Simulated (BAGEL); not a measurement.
**SiPH5O2 (SMILES O[SiH2]OP), step by step**

Wanted: the energy (HF/6-31G*), then a single-point energy (NEVPT2(2,2)/6-31G*), then a single-point energy (CASPT2(2,2)/6-31G*) of SiPH5O2. 

The results are computed with BAGEL 1.2.2.

## (1) The molecule

The species is SiPH5O2 (9 atoms), meant as a singlet with charge 0. As SMILES, `O[SiH2]OP`. One bond was lengthened or shortened from a relaxed shape.

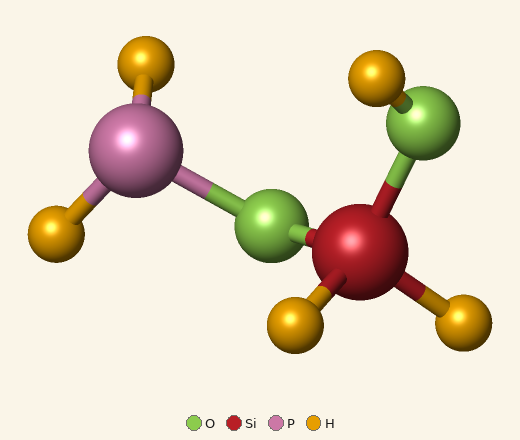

The structure, seen from a chosen angle (oxygen green, silicon red, phosphorus pink, hydrogen amber).

## (2) A single-point energy at HF/6-31G(d) (density fitting with svp-jkfit, spherical functions) (run 1)

calc.json

```json
{ "bagel" : [

{
  "title" : "molecule",
  "basis" : "6-31gs.json",
  "df_basis" : "svp-jkfit",
  "angstrom" : "true",
  "geometry" : [
    { "atom" : "O", "xyz" : [   -0.385183,    0.943317,   -1.521689 ] },
    { "atom" : "Si", "xyz" : [    0.740417,    0.361017,   -0.485189 ] },
    { "atom" : "O", "xyz" : [    0.302400,   -0.778100,    0.201800 ] },
    { "atom" : "P", "xyz" : [   -0.942200,   -0.834900,    1.277600 ] },
    { "atom" : "H", "xyz" : [   -1.075983,    1.505917,   -1.169389 ] },
    { "atom" : "H", "xyz" : [    1.093317,    1.404317,    0.512511 ] },
    { "atom" : "H", "xyz" : [    1.887217,   -0.077483,   -1.299889 ] },
    { "atom" : "H", "xyz" : [   -0.305900,   -1.590900,    2.302600 ] },
    { "atom" : "H", "xyz" : [   -1.612000,   -1.984300,    0.770600 ] }
  ]
},
{ "title" : "hf" },
{ "title" : "print", "file" : "orbitals.molden", "orbitals" : "true" }

]}
```

The basis set 6-31G* is read from a file made from the Basis Set Exchange's data (not shown).

The run is started by

```
BAGEL_NUM_THREADS=1 BAGEL calc.json > calc.out
```

Log:

```text
* using 1 threads per process

  ===============================================================
  ===============================================================

  *** Geometry ***

  { "atom" : "O", "xyz" : [     -0.727890,      1.782611,     -2.875575 ] },
  { "atom" : "Si", "xyz" : [      1.399185,      0.682223,     -0.916874 ] },
  { "atom" : "O", "xyz" : [      0.571453,     -1.470396,      0.381347 ] },
  { "atom" : "P", "xyz" : [     -1.780500,     -1.577732,      2.414314 ] },
  { "atom" : "H", "xyz" : [     -2.033313,      2.845771,     -2.209825 ] },
  { "atom" : "H", "xyz" : [      2.066070,      2.653775,      0.968505 ] },
  { "atom" : "H", "xyz" : [      3.566323,     -0.146422,     -2.456434 ] },
  { "atom" : "H", "xyz" : [     -0.578067,     -3.006365,      4.351283 ] },
  { "atom" : "H", "xyz" : [     -3.046239,     -3.749784,      1.456223 ] },

  Number of auxiliary basis functions:      500

  Since a DF basis is specified, we compute 2- and 3-index integrals:
    o Being stored without compression. Storage requirement is 0.022 GB

  Number of basis functions:       74
  Number of electrons      :       50

    * METHOD: MOLECULE                             0.26

  *** RHF ***

  === Nuclear Repulsion ===
   245.8662410990

      * DIIS with orbital gradients will be used.

  === RHF iteration (6-31gs.json) ===
      0       -782.02048357          0.02443271           0.08
      1       -782.18785862          0.01575943           0.08
      2       -782.28340129          0.00136103           0.08
      3       -782.28481084          0.00021672           0.08
      4       -782.28485391          0.00009130           0.08
      5       -782.28486046          0.00003071           0.08
      6       -782.28486157          0.00000859           0.08
      7       -782.28486168          0.00000275           0.08
      8       -782.28486169          0.00000088           0.08
      9       -782.28486169          0.00000030           0.08
     10       -782.28486169          0.00000010           0.08
     11       -782.28486169          0.00000003           0.08
     12       -782.28486169          0.00000001           0.08
     13       -782.28486169          0.00000000           0.08
    * SCF iteration converged.

    * Permanent dipole moment:
           (    0.651430,     0.135898,    -0.880630) a.u.

    * METHOD: HF                                   1.24

    * METHOD: PRINT                                0.01

  ===============================================================
```

It took 1.6 s on 1 thread of Arm Neoverse V2, shared host; peak memory 0.11 GiB.

## (3) The energy at NEVPT2(2,2)/6-31G(d) (density fitting with svp-jkfit, spherical functions) (run 2)

job.json

```json
{ "bagel": [

{
  "title": "molecule",
  "basis": "6-31gs.json",
  "df_basis": "svp-jkfit",
  "angstrom": true,
  "geometry": [
    { "atom": "O", "xyz": [      -0.385183,       0.943317,      -1.521689 ] },
    { "atom": "Si", "xyz": [       0.740417,       0.361017,      -0.485189 ] },
    { "atom": "O", "xyz": [       0.302400,      -0.778100,       0.201800 ] },
    { "atom": "P", "xyz": [      -0.942200,      -0.834900,       1.277600 ] },
    { "atom": "H", "xyz": [      -1.075983,       1.505917,      -1.169389 ] },
    { "atom": "H", "xyz": [       1.093317,       1.404317,       0.512511 ] },
    { "atom": "H", "xyz": [       1.887217,      -0.077483,      -1.299889 ] },
    { "atom": "H", "xyz": [      -0.305900,      -1.590900,       2.302600 ] },
    { "atom": "H", "xyz": [      -1.612000,      -1.984300,       0.770600 ] }
  ]
},

{ "title": "hf" },

{ "title": "casscf", "nstate": 1, "nact": 2, "nclosed": 24, "active": [13, 29], "maxiter": 200, "natocc": true },

{ "title": "nevpt2", "nstate": 1, "nact": 2, "nclosed": 24, "active": [13, 29], "maxiter": 200, "natocc": true, "ncore": 12 },

{ "title": "print", "file": "orbitals.molden", "orbitals": true }

]}
```

The basis set 6-31G* is read from a file made from the Basis Set Exchange's data (not shown).

The run is started by

```
BAGEL_NUM_THREADS=1 BAGEL job.json > job.out
```

Log:

```text
* using 1 threads per process

  ===============================================================
  ===============================================================

  *** Geometry ***

  { "atom" : "O", "xyz" : [     -0.727890,      1.782611,     -2.875575 ] },
  { "atom" : "Si", "xyz" : [      1.399185,      0.682223,     -0.916874 ] },
  { "atom" : "O", "xyz" : [      0.571453,     -1.470396,      0.381347 ] },
[... 5 lines of this table left out ...]
  { "atom" : "H", "xyz" : [     -3.046239,     -3.749784,      1.456223 ] },

  Number of auxiliary basis functions:      500

  Since a DF basis is specified, we compute 2- and 3-index integrals:
    o Being stored without compression. Storage requirement is 0.022 GB

[... 18 lines left out ...]
    * SCF iteration converged.
[... 1 line left out ...]
    * Permanent dipole moment:
[... 27 lines left out ...]
    * Second-order optimization converged. *
[... 1 line left out ...]
     guess   0:   closed 1.                   open ..

  === FCI iteration ===

      0  0      -782.28468223     9.28e-02      0.00
      1  0      -782.30108139     1.89e-03      0.00
      2  0 *    -782.30109309     1.61e-15      0.00

     * ci vector, state   0, <S^2> = 0.0000
       2.     0.9961136043
       .2    -0.0880777347

    * METHOD: CASSCF                              10.38

    * freezing 12 orbitals

  === DF-NEVPT2 calculation ===

    * 3-index integral transformation done
    * assembly done

      NEVPT2 correlation energy:   -0.5043591630      0.11

          (+0)     -0.4116776662
          (+0)'    -0.0431256990
          (+1)     -0.0076092324
          (+1)'    -0.0000000000
          (+2)     -0.0006704387
          (-1)     -0.0364302401
          (-1)'     0.0000000000
          (-2)     -0.0048458866

      NEVPT2 total energy:       -782.8054522565

    * METHOD: NEVPT2                               0.24

    * METHOD: PRINT                                0.01

  ===============================================================
```

Run time: 12 s. Hardware: 1 thread of Arm Neoverse V2, shared host; peak memory 0.14 GiB.

## (4) A single-point energy at CASPT2(2,2)/6-31G(d) (density fitting with svp-jkfit, spherical functions) (run 3)

job.json

```json
{ "bagel" : [

{
  "title" : "molecule",
  "basis" : "6-31gs.json",
  "df_basis" : "svp-jkfit",
  "angstrom" : true,
  "geometry" : [
    { "atom" : "O", "xyz" : [      -0.385183,       0.943317,      -1.521689 ] },
    { "atom" : "Si", "xyz" : [       0.740417,       0.361017,      -0.485189 ] },
    { "atom" : "O", "xyz" : [       0.302400,      -0.778100,       0.201800 ] },
    { "atom" : "P", "xyz" : [      -0.942200,      -0.834900,       1.277600 ] },
    { "atom" : "H", "xyz" : [      -1.075983,       1.505917,      -1.169389 ] },
    { "atom" : "H", "xyz" : [       1.093317,       1.404317,       0.512511 ] },
    { "atom" : "H", "xyz" : [       1.887217,      -0.077483,      -1.299889 ] },
    { "atom" : "H", "xyz" : [      -0.305900,      -1.590900,       2.302600 ] },
    { "atom" : "H", "xyz" : [      -1.612000,      -1.984300,       0.770600 ] }
  ]
},

{
  "title" : "hf"
},

{
  "title" : "casscf",
  "nstate" : 1,
  "nact" : 2,
  "nclosed" : 24,
  "active" : [13, 29],
  "maxiter" : 200,
  "natocc" : true
},

{
  "title" : "print",
  "file" : "orbitals.molden",
  "orbitals" : true
},

{
  "title" : "smith",
  "method" : "caspt2",
  "ms" : true,
  "xms" : true,
  "sssr" : true,
  "shift" : 0.2,
  "shift_imag" : true,
  "ncore" : 12
}

]}
```

The basis set 6-31G* is read from a file made from the Basis Set Exchange's data (not shown).

The run is started by

```
BAGEL_NUM_THREADS=1 BAGEL job.json > job.out
```

Log:

```text
* using 1 threads per process

  ===============================================================
  ===============================================================

  *** Geometry ***

  { "atom" : "O", "xyz" : [     -0.727890,      1.782611,     -2.875575 ] },
  { "atom" : "Si", "xyz" : [      1.399185,      0.682223,     -0.916874 ] },
  { "atom" : "O", "xyz" : [      0.571453,     -1.470396,      0.381347 ] },
[... 5 lines of this table left out ...]
  { "atom" : "H", "xyz" : [     -3.046239,     -3.749784,      1.456223 ] },

  Number of auxiliary basis functions:      500

  Since a DF basis is specified, we compute 2- and 3-index integrals:
    o Being stored without compression. Storage requirement is 0.022 GB

[... 18 lines left out ...]
    * SCF iteration converged.
[... 1 line left out ...]
    * Permanent dipole moment:
[... 27 lines left out ...]
    * Second-order optimization converged. *
[... 9 lines left out ...]
     * ci vector, state   0, <S^2> = 0.0000
[... 16 lines left out ...]
    * Zeroth order energy : state  0       -1.6179257663
[... 4 lines left out ...]
       #      aibj      arbs      arbi      airj      risj      airs      arst      rist         Etot      error   time
[... 2 lines left out ...]
       0  -0.41158  -0.00567  -0.03665  -0.00858  -0.00093  -0.03782  -0.00000  -0.00000   -0.5012350  0.0032065   0.06
       1  -0.41234  -0.00578  -0.03711  -0.00900  -0.00107  -0.03926  -0.00000  -0.00000   -0.5045564  0.0007433   0.05
       2  -0.41247  -0.00579  -0.03705  -0.00907  -0.00109  -0.03935  -0.00000  -0.00001   -0.5048286  0.0002249   0.05
[... 4 lines of this table left out ...]
       7  -0.41248  -0.00579  -0.03707  -0.00904  -0.00110  -0.03937  -0.00000   0.00000   -0.5048483  0.0000004   0.06

      ------------------------------------------------------------------------------------------------------------------

    * CASPT2 energy : state  0     -782.8082096761
        w/o shift correction       -782.8059413987
        reference weight              0.8631215465

    * METHOD: SMITH                                0.66

  ===============================================================
```

Wall time 13 s (1 thread of Arm Neoverse V2, shared host); peak memory 0.16 GiB.

## (5) Results

| quantity | value |
| --- | --- |
| run 1, HF/6-31G*: total energy | -782.28486 Eh |
| run 1, HF/6-31G*: dipole moment | 2.81 D |
| run 1, HF/6-31G*: HOMO energy | -10.77 eV |
| run 1, HF/6-31G*: LUMO energy | 3.33 eV |
| run 1, HF/6-31G*: HOMO–LUMO gap | 14.10 eV |
| run 2, NEVPT2(2,2)/6-31G*: total energy | -782.80545 Eh |
| run 3, CASPT2(2,2)/6-31G*: total energy | -782.80821 Eh |
